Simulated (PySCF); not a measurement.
## Run report: BSiH$_{5}$O$_{2}$, NMR shielding calculation

BSiH$_{5}$O$_{2}$, SMILES OB(O)[SiH3], computed with GIAO PBE0/pcSseg-2 NMR shielding, non-relativistic, gas phase (PySCF 2.14.0).

The geometry comes from this level: PBE0-D3(BJ)/def2-SVP. Figures and captions count atoms from 1; the log counts them from 0 in places.

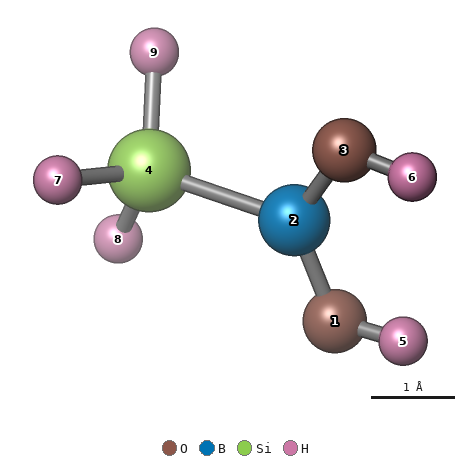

The structure (ball-and-stick view, seen at a tilt; atoms are numbered from 1 in the order of the input). Bond lengths as drawn: B–O 1.36 Å, B–Si 2.03 Å, H–O 0.96 to 0.97 Å and H–Si 1.50 Å.

## Summary

- outcome: converged
- total energy: −467.657705 hartree
- HOMO: −8.42 eV
- LUMO: −0.22 eV
- dipole moment: 3.34 D
- isotropic shielding, O: 183.2 to 185.0 ppm
- isotropic shielding, B: 66.3 ppm
- isotropic shielding, Si: 456.3 ppm
- isotropic shielding, H: 27.7 to 27.9 ppm
- hardware: 1 CPU thread, shared host
- wall time: 26 s
- peak memory: 0.84 GiB

## The input
```
{"job": {"kind": "nmr", "xc": "PBE0", "basis": "pcSseg-2"}, "charge": 0, "multiplicity": 1}
O     -1.224825     1.172179    -0.230095
B     -0.572673    -0.006607    -0.034159
O     -1.198808    -1.205296     0.124378
Si     1.458754     0.010843     0.057506
H     -2.187684     1.108991    -0.247126
H     -2.162702    -1.175246     0.094326
H      1.915408    -0.131037     1.478575
H      2.029753     1.285066    -0.480274
H      2.045055    -1.131039    -0.714159
```

The first line tells a small driver script what to run in PySCF; the rest is the geometry in Å.

Run as:
```bash
OMP_NUM_THREADS=1 python <driver script> task.json out
```

## What the program printed
```
coarse grid: 7984 points
cycle   1  E = -467.5282773568  dE =  2.857e-01  |g| = 8.597e-01  |ddm| = 2.011e+00
cycle   2  E = -467.3871799013  dE =  1.411e-01  |g| = 1.241e+00  |ddm| = 9.820e-01
cycle   3  E = -467.6583601099  dE = -2.712e-01  |g| = 5.581e-02  |ddm| = 5.940e-01
cycle   4  E = -467.6589145799  dE = -5.545e-04  |g| = 1.748e-02  |ddm| = 4.067e-02
cycle   5  E = -467.6589809175  dE = -6.634e-05  |g| = 4.670e-03  |ddm| = 1.705e-02
cycle   6  E = -467.6589864034  dE = -5.486e-06  |g| = 7.752e-04  |ddm| = 4.364e-03
final grid: 72416 points
cycle   7  E = -467.6577017964  dE = -6.733e-05  |g| = 4.398e-03  |ddm| = 2.636e-02
cycle   8  E = -467.6576994936  dE =  2.303e-06  |g| = 5.643e-03  |ddm| = 4.547e-03
cycle   9  E = -467.6577051241  dE = -5.631e-06  |g| = 5.769e-04  |ddm| = 2.540e-03
cycle  10  E = -467.6577051665  dE = -4.236e-08  |g| = 3.054e-04  |ddm| = 4.967e-04
cycle  11  E = -467.6577051854  dE = -1.894e-08  |g| = 7.570e-05  |ddm| = 1.949e-04
cycle  12  E = -467.6577051864  dE = -9.722e-10  |g| = 2.151e-05  |ddm| = 4.657e-05
```

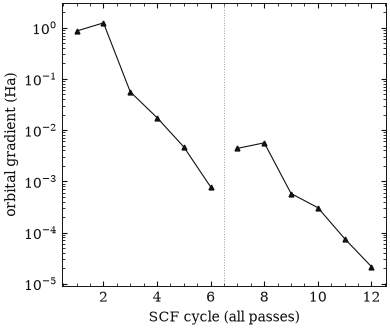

Convergence of the self-consistent field: orbital gradient against the SCF cycle. The dotted line marks the change from a coarse to the final integration grid. The first 6 cycles use a coarse grid, the final grid takes over at cycle 7, and the field converges after 12 cycles in all.

```
converged SCF energy = -467.6577051864

GIAO shielding tensors (ppm)
atom      isotropic    diamagn.    paramagn.     s11        s22        s33       span
  0 O      183.203     385.036    -201.833     75.480    234.819    239.310    163.831
  1 B       66.347     195.635    -129.288     48.069     60.364     90.608     42.539
  2 O      185.004     385.131    -200.127     76.288    237.536    241.189    164.902
  3 Si     456.331     878.680    -422.348    437.462    459.462    472.070     34.608
  4 H       27.883      31.661      -3.779     23.094     23.381     37.173     14.079
  5 H       27.892      31.701      -3.809     23.024     23.399     37.253     14.229
  6 H       27.724      28.099      -0.375     25.186     25.712     32.273      7.087
  7 H       27.943      28.366      -0.422     24.937     26.156     32.738      7.801
  8 H       27.842      28.257      -0.416     24.967     26.054     32.505      7.538
```

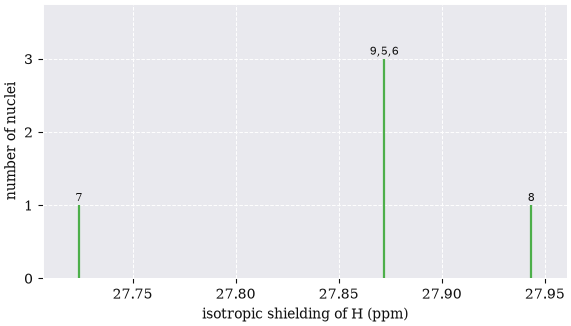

Isotropic shieldings of the hydrogen nuclei in this fixed geometry, labelled by atom number; shielding grows to the right, so chemical shift grows to the left. The least shielded is H7 (27.7 ppm), the most shielded H8 (27.9 ppm).
